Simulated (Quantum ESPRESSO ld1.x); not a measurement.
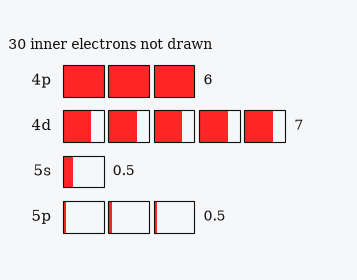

Figure 1. The outer shells as the input fills them: a box for each of the 2l + 1 orbitals, shaded by the share of the shell that is filled, with the electron count at the right.

## Atomic calculation for Ru

- system: the neutral ruthenium atom in the configuration [Kr] 4d7 5s0.5 5p0.5 (4d: 5 up, 2 down, 5s: 0.5 up, 0 down, 5p: 0.5 up, 0 down).
- method: scalar-relativistic Kohn-Sham, LDA (Slater exchange, Perdew-Zunger correlation), spin-polarised, spherical densities, point nucleus (Quantum ESPRESSO ld1.x 7.5)

### Summary

```
                       quantity                      value
                        outcome                  converged
                   total energy         −4526.2695 hartree
                 kinetic energy          4679.3084 hartree
        electron–nucleus energy        −10922.3451 hartree
                 Hartree energy          1845.6507 hartree
    exchange–correlation energy        −128.883446 hartree
radius at density 0.001 e/bohr³                  4.55 bohr
                 SCF iterations                         30
                       hardware  1 CPU thread, shared host
                      wall time                     0.88 s
```

### Input
```
 &input
    atom='Ru',
    iswitch=1,
    rel=1,
    lsd=1,
    dft='PZ',
    config='[Kr] 4d7 5s0.5 5p0.5',
    prefix='ld1',
    max_out_wfc=37,
    file_charge='ld1.rho',
 /
```

Launched with:
```bash
OMP_NUM_THREADS=1 ld1.x < ld1.in > ld1.out
```

### The program's output
```
     Program LD1 v.7.5 starts

     --------------------------- All-electron run ----------------------------

     scalar relativistic calculation

     atomic number is 44.00
     dft =PZ   lsd =1 sic =0 latt =0  beta=0.20 tr2=1.0E-14
     Exchange-correlation= PZ
                           (   1   1   0   0   0   0   0)
     mesh =2049 r(mesh) =  99.46545 a.u. xmin = -8.00 dx = 0.00800
     1 Ry =  13.60569312 eV, c = 137.03599908

     n l     nl                  e(Ry)          e(Ha)          e(eV)
     1 0     1S 1( 1.00)     -1610.2897      -805.1448    -21909.1070
     2 0     2S 1( 1.00)      -231.6318      -115.8159     -3151.5113
     2 1     2P 1( 3.00)      -207.6031      -103.8016     -2824.5847
     3 0     3S 1( 1.00)       -40.7910       -20.3955      -554.9895
     3 1     3P 1( 3.00)       -32.8967       -16.4484      -447.5827
     4 0     4S 1( 1.00)        -5.7193        -2.8597       -77.8151
     4 1     4P 1( 3.00)        -3.5243        -1.7621       -47.9501
     3 2     3D 1( 5.00)       -20.1543       -10.0772      -274.2138
     4 2     4D 1( 5.00)        -0.5003        -0.2502        -6.8076
     5 0     5S 1( 0.50)        -0.4028        -0.2014        -5.4803
     5 1     5P 1( 0.50)        -0.1274        -0.0637        -1.7332
     1 0     1S 2( 1.00)     -1610.2883      -805.1441    -21909.0884
     2 0     2S 2( 1.00)      -231.6038      -115.8019     -3151.1299
     2 1     2P 2( 3.00)      -207.5809      -103.7905     -2824.2827
     3 0     3S 2( 1.00)       -40.7706       -20.3853      -554.7120
     3 1     3P 2( 3.00)       -32.8746       -16.4373      -447.2813
     4 0     4S 2( 1.00)        -5.5955        -2.7977       -76.1303
     4 1     4P 2( 3.00)        -3.3942        -1.6971       -46.1803
     3 2     3D 2( 5.00)       -20.1251       -10.0626      -273.8162
     4 2     4D 2( 2.00)        -0.3696        -0.1848        -5.0286
     5 0     5S 2( 0.00)        -0.3152        -0.1576        -4.2891
     5 1     5P 2( 0.00)        -0.0739        -0.0370        -1.0058

     final scf error:  1.5E-16 reached in  30 iterations

     Etot =   -9052.539034 Ry,   -4526.269517 Ha, -123166.068082 eV
     Total magnetization:    4.00 Bohr mag.

     Ekin =    9358.616722 Ry,    4679.308361 Ha,  127330.467179 eV
     Encl =  -21844.690203 Ry,  -10922.345101 Ha, -297212.151266 eV
     Eh   =    3691.301340 Ry,    1845.650670 Ha,   50222.713254 eV
     Exc  =    -257.766893 Ry,    -128.883447 Ha,   -3507.097249 eV

     normalization and overlap integrals

     s(1S/1S) =  1.000000  <r> =   0.0335  <r2> =    0.0015  r(max) =   0.0217
     s(1S/2S) = -0.009969
     s(1S/3S) = -0.004066
     s(1S/4S) = -0.001711
     s(1S/5S) = -0.000490
     s(2S/2S) =  1.000000  <r> =   0.1458  <r2> =    0.0251  r(max) =   0.1229
     s(2S/3S) = -0.002464
     s(2S/4S) = -0.001003
     s(2S/5S) = -0.000286
     s(2P/2P) =  1.000000  <r> =   0.1270  <r2> =    0.0197  r(max) =   0.0983
     s(2P/3P) = -0.002016
     s(2P/4P) = -0.000749
     s(2P/5P) = -0.000151
     s(3S/3S) =  1.000000  <r> =   0.4035  <r2> =    0.1864  r(max) =   0.3620
     s(3S/4S) = -0.000650
     s(3S/5S) = -0.000182
     s(3P/3P) =  1.000000  <r> =   0.4036  <r2> =    0.1895  r(max) =   0.3562
     s(3P/4P) = -0.000532
     s(3P/5P) = -0.000106
     s(4S/4S) =  1.000000  <r> =   1.0187  <r2> =    1.1777  r(max) =   0.9156
     s(4S/5S) = -0.000105
     s(4P/4P) =  1.000000  <r> =   1.1287  <r2> =    1.4633  r(max) =   0.9839
     s(4P/5P) = -0.000060
     s(3D/3D) =  1.000000  <r> =   0.3845  <r2> =    0.1771  r(max) =   0.3011
     s(3D/4D) = -0.000292
     s(4D/4D) =  1.000000  <r> =   1.6795  <r2> =    3.5082  r(max) =   1.2114
     s(5S/5S) =  1.000000  <r> =   3.2410  <r2> =   12.0966  r(max) =   2.6746
     s(5P/5P) =  1.000000  <r> =   4.7115  <r2> =   26.2214  r(max) =   3.6540
     s(1S/1S) =  1.000000  <r> =   0.0335  <r2> =    0.0015  r(max) =   0.0217
     s(1S/2S) = -0.009970
     s(1S/3S) = -0.004066
     s(1S/4S) = -0.001717
     s(1S/5S) = -0.000462
     s(2S/2S) =  1.000000  <r> =   0.1458  <r2> =    0.0251  r(max) =   0.1229
     s(2S/3S) = -0.002464
     s(2S/4S) = -0.001006
     s(2S/5S) = -0.000270
     s(2P/2P) =  1.000000  <r> =   0.1270  <r2> =    0.0197  r(max) =   0.0983
     s(2P/3P) = -0.002016
     s(2P/4P) = -0.000751
     s(2P/5P) = -0.000126
     s(3S/3S) =  1.000000  <r> =   0.4034  <r2> =    0.1863  r(max) =   0.3620
     s(3S/4S) = -0.000652
     s(3S/5S) = -0.000171
     s(3P/3P) =  1.000000  <r> =   0.4035  <r2> =    0.1893  r(max) =   0.3562
     s(3P/4P) = -0.000534
     s(3P/5P) = -0.000088
     s(4S/4S) =  1.000000  <r> =   1.0167  <r2> =    1.1733  r(max) =   0.9083
     s(4S/5S) = -0.000100
     s(4P/4P) =  1.000000  <r> =   1.1265  <r2> =    1.4586  r(max) =   0.9761
     s(4P/5P) = -0.000050
     s(3D/3D) =  1.000000  <r> =   0.3843  <r2> =    0.1769  r(max) =   0.3011
     s(3D/4D) = -0.000289
     s(4D/4D) =  1.000000  <r> =   1.7157  <r2> =    3.7165  r(max) =   1.2114
     s(5S/5S) =  1.000000  <r> =   3.4014  <r2> =   13.4455  r(max) =   2.7396
     s(5P/5P) =  1.000000  <r> =   5.4563  <r2> =   35.9562  r(max) =   4.0221

     ------------------------ End of All-electron run ------------------------
```

### Orbitals

| orbital | occupation | energy (eV) | ⟨r⟩ (bohr) | outer maximum (bohr) |
| --- | --- | --- | --- | --- |
| 1s up | 1 | −21909.1 | 0.03347 | 0.0217 |
| 1s down | 1 | −21909.1 | 0.03347 | 0.0217 |
| 2s up | 1 | −3151.5 | 0.1458 | 0.123 |
| 2s down | 1 | −3151.1 | 0.1458 | 0.123 |
| 2p up | 3 | −2824.6 | 0.1270 | 0.0983 |
| 2p down | 3 | −2824.3 | 0.1270 | 0.0983 |
| 3s up | 1 | −554.990 | 0.4035 | 0.362 |
| 3s down | 1 | −554.712 | 0.4034 | 0.362 |
| 3p up | 3 | −447.583 | 0.4036 | 0.356 |
| 3p down | 3 | −447.281 | 0.4035 | 0.356 |
| 3d up | 5 | −274.214 | 0.3845 | 0.301 |
| 3d down | 5 | −273.816 | 0.3843 | 0.301 |
| 4s up | 1 | −77.815 | 1.019 | 0.916 |
| 4s down | 1 | −76.130 | 1.017 | 0.908 |
| 4p up | 3 | −47.950 | 1.129 | 0.984 |
| 4p down | 3 | −46.180 | 1.127 | 0.976 |
| 4d up | 5 | −6.808 | 1.679 | 1.21 |
| 5s up | 0.5 | −5.480 | 3.241 | 2.67 |
| 4d down | 2 | −5.029 | 1.716 | 1.21 |
| 5s down | 0 | −4.289 | 3.401 | 2.74 |
| 5p up | 0.5 | −1.733 | 4.712 | 3.65 |
| 5p down | 0 | −1.006 | 5.456 | 4.02 |

### Slater integrals of the outer shells (hartree)

```tsv
integral	value
F0(5p,5p)	0.1928
F2(5p,5p)	0.0986
F0(5p,5s)	0.2238
G1(5p,5s)	0.1306
F0(5p,4d)	0.2489
F2(5p,4d)	0.0626
G1(5p,4d)	0.0324
G3(5p,4d)	0.0238
F0(5p,4p)	0.2557
F2(5p,4p)	0.0391
G0(5p,4p)	0.0068
G2(5p,4p)	0.0085
F0(5s,5s)	0.2790
F0(5s,4d)	0.3397
G2(5s,4d)	0.0689
F0(5s,4p)	0.3570
G1(5s,4p)	0.0206
F0(4d,4d)	0.5468
F2(4d,4d)	0.2640
F4(4d,4d)	0.1697
```

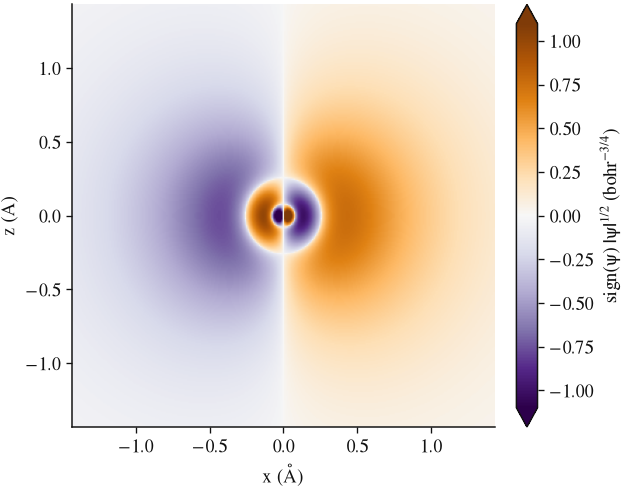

Figure 2. One occupied orbital of down spin is shown. In the xz plane through the nucleus, the colour gives the signed square root of ψ. (1 bohr = 0.529 Å.) The radial function comes from the spherical calculation and is multiplied by a real spherical harmonic; the overall sign is chosen so that the largest lobe of P(r) is positive; at the scalar-relativistic level it is the large component. It is 4p(x) of down spin. It has the nodal plane yz and 2 radial nodes, at r = 0.151 and 0.488 bohr. The outermost maximum of P² lies at 0.976 bohr, ⟨r⟩ = 1.13 bohr, 90 % of the charge lies within 1.67 bohr, and the eigenvalue is −46.2 eV, with 3 electrons in the shell for this spin.

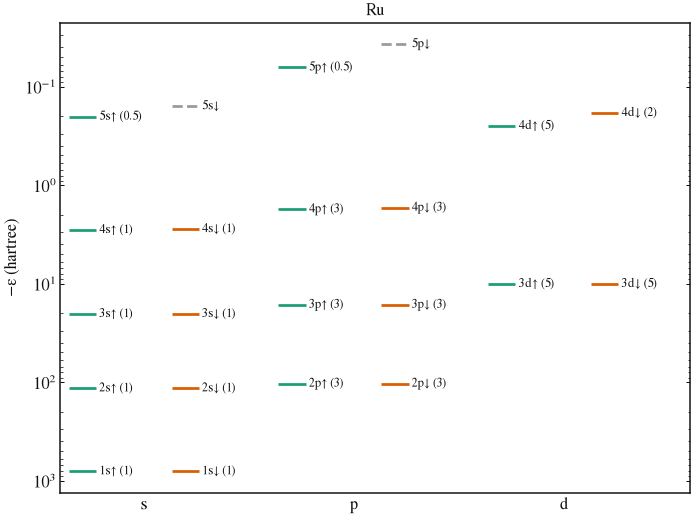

Figure 3. The occupied levels and a few empty ones, on a logarithmic scale of binding energy, are drawn (occupations in brackets, up spins at the left of each column and down spins at the right, empty levels dashed). The highest occupied level is 5p up at −0.0637 hartree. The highest 4 occupied levels, from the top down, are 5p up (−0.0637 hartree), 4d down (−0.185 hartree), 5s up (−0.201 hartree), 4d up (−0.250 hartree). The lowest empty level drawn is 5s down at −0.158 hartree. The largest exchange splitting (down less up) among the shells drawn in both spins is that of 4d, 0.0654 hartree. The order isn't aufbau: the empty 5s down level lies under the highest occupied one.

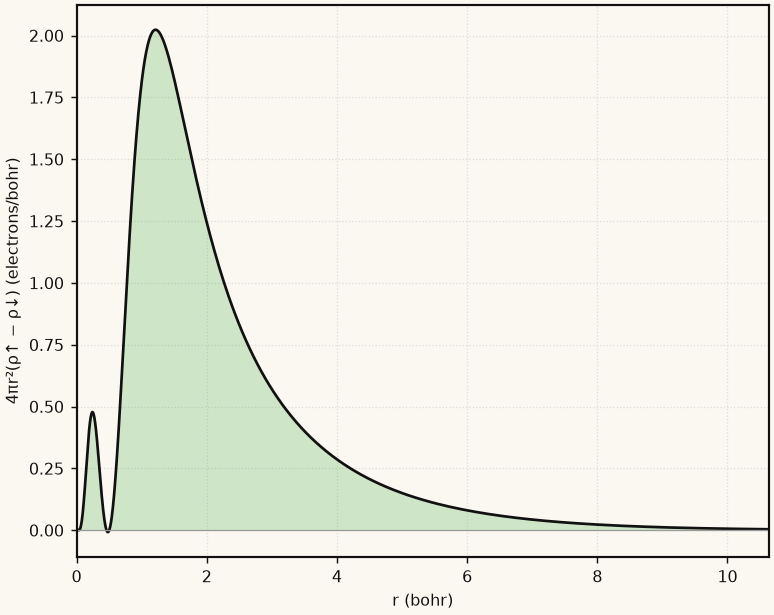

Figure 4. The radial spin density. The curve integrates to 4 unpaired electrons, held by 4d (+3), 5s (+0.5) and 5p (+0.5). Its largest value, 2.02 electrons/bohr, lies near r = 1.2 bohr. Regions of the opposite sign are negligible.

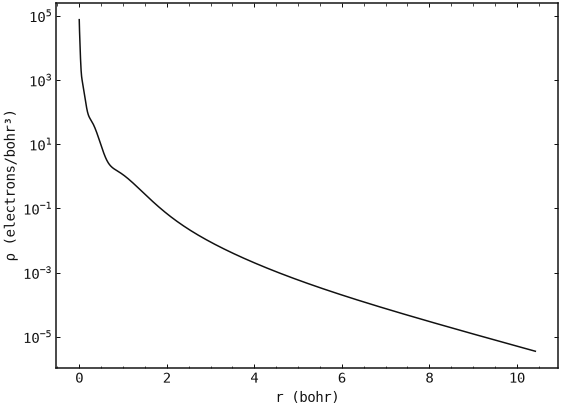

Figure 5. The electron density ρ(r) on a logarithmic scale. The density falls from 76000 electrons/bohr³ at the inner end (r = 0.0011 bohr) to 0.001 at r = 4.55 bohr, a common measure of the size of an atom or ion. The highest occupied orbital, 5p up (⟨r⟩ = 4.71 bohr, −1.73 eV), is also the most diffuse and sets the fall-off far out: over the last part drawn ln ρ falls by 0.88 per bohr, against 2√(−2ε) = 0.71 for the pure exponential. The steps in the slope mark the shells; the radial density has its minima at 0.047, 0.21 and 0.75 bohr.
